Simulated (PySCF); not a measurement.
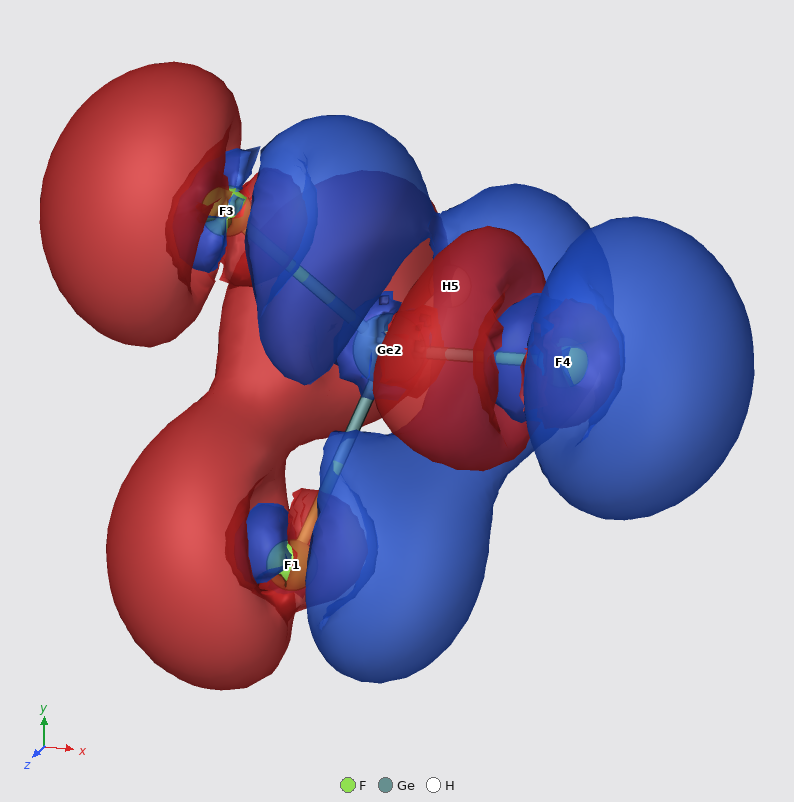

F$_{3}$GeH, SMILES `F[GeH](F)F`. Change of the electron density in a uniform field of 0.21 V/Å, surfaces at ±0.0008 e/Å³ (blue: gain, red: loss).

Computed with PySCF, B3LYP/def2-SVPD, geometry: GFN2-xTB. No frequency check shows the geometry to be a minimum. GFN2-xTB bond lengths at metals and heavier atoms can be off by up to 0.1 Å and shapes distorted, which carries into these values.

Coordinates in Å:

```
F1      -0.5165   -1.4643    0.4039
Ge2      0.0001    0.0001   -0.2859
F3      -1.0102    1.1790    0.4042
F4       1.5264    0.2848    0.4041
H5      -0.0008    0.0003   -1.7605
```

The field was applied in both directions; the picture shows the one opposite to the script's first.

Along which Cartesian direction does the field point?

Along −x: electrons gather on the +x side, against the field.

What dipole is induced, and what polarisability does it imply?

The induced dipole is 0.28 D (along the field); α along this axis, from the fields in both directions, is 27 bohr³ (4.1 Å³).

The PySCF run took 22 s on 1 thread of Arm Neoverse V2 (shared host), peak memory 0.54 GiB.
